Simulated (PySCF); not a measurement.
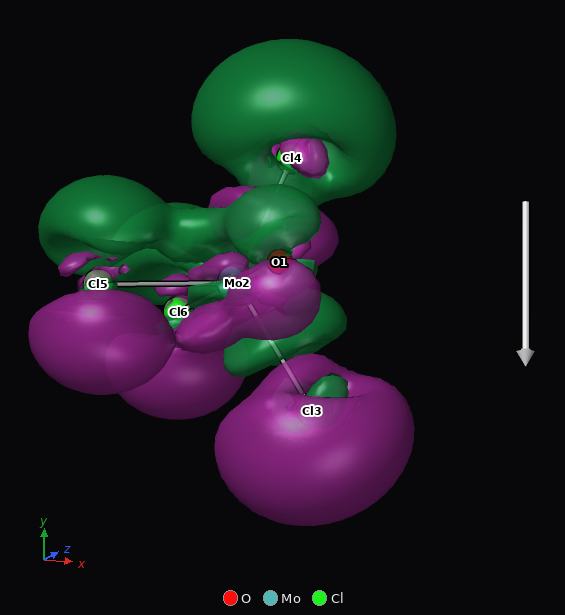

Figure 1: Cl4MoO, SMILES `O=[Mo](Cl)(Cl)(Cl)Cl`. Change of the electron density in a uniform field of 0.41 V/Å along −y (arrow), surfaces at ±0.002 e/Å³ (green: gain, purple: loss).

Level of theory: PBE0/def2-SVPD (PySCF), at a geometry from GFN2-xTB. Core potentials replace the inner electrons of Mo; spin–orbit coupling isn't included. This is a single-reference result, which may miss multireference character in this system. No frequency check shows the geometry to be a minimum. GFN2-xTB bond lengths at metals and heavier atoms can be off by up to 0.1 Å and shapes distorted, which carries into these values.

The field was applied in both directions; the picture shows the one opposite to the script's first.

### How large is the response?

The induced dipole is 2.17 D (along the field); α along this axis, from the fields in both directions, is 107 bohr³ (15.8 Å³).
